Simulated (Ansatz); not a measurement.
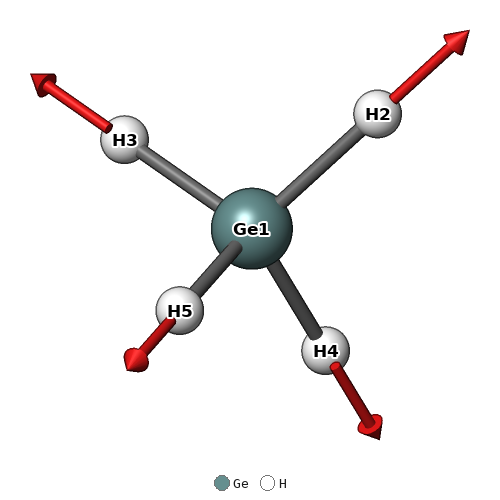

The arrows show one normal mode. Harmonic vibrations computed with RKS PBE0-D4/def2-TZVP (Ansatz 0.2.0) at a stationary point of the same level.

**What kind of motion is it?**

Mostly in-phase stretching of 4 Ge–H bonds.

**Estimate its harmonic wavenumber.**

2169 cm⁻¹; it is mode 6 of 9 counted from the lowest.
